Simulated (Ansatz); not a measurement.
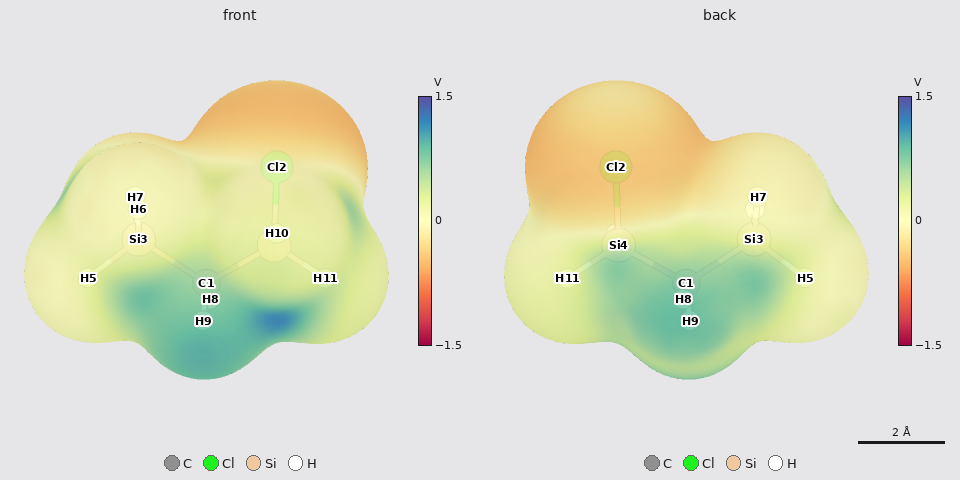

Figure 1: CH7ClSi2. The molecular electrostatic potential painted on the density surface at 0.001 e/bohr³, seen from the front and from behind; the colour scale runs from red (negative) to blue (positive).

Geometry: B3LYP-D3(BJ)/def2-SVP.

Theory: isolated molecule in a Gaussian basis; Kohn-Sham density functional theory, functional PBE0 (Ansatz).

Input file:

```
crystal:
  periodic: [false, false, false]
  atoms:
    - {symbol: C, position_ang: [-0.229645, 0.652917, -1.188966]}
    - {symbol: Cl, position_ang: [0.344384, 2.831734, -3.503893]}
    - {symbol: Si, position_ang: [-2.060845, 0.654459, -1.674722]}
    - {symbol: Si, position_ang: [0.707917, 2.235537, -1.536158]}
    - {symbol: H, position_ang: [-2.744102, -0.526367, -1.069223]}
    - {symbol: H, position_ang: [-2.718115, 1.895313, -1.169874]}
    - {symbol: H, position_ang: [-2.208832, 0.590205, -3.154026]}
    - {symbol: H, position_ang: [0.270563, -0.184926, -1.704472]}
    - {symbol: H, position_ang: [-0.150823, 0.455090, -0.104296]}
    - {symbol: H, position_ang: [0.241342, 3.326949, -0.639715]}
    - {symbol: H, position_ang: [2.176776, 2.053698, -1.383750]}
basis:
  gaussian: {orbitals: def2-TZVPD}
hamiltonian: {xc: pbe0}
output: {forces: true, orbitals: {seedname: orbitals}}
```

Launched as:

```sh
ansatz run input.yaml --threads 2 --pin off --max-ram 4350MiB --events-out events.jsonl --progress --plain --runs-dir runs
```

### Where is the surface potential most negative and most positive?

The most negative region (about −0.5 V) lies over Cl2, the most positive (about +1.1 V) over Si4.

### How polar is the molecule by this calculation?

Its dipole moment is 1.99 D.
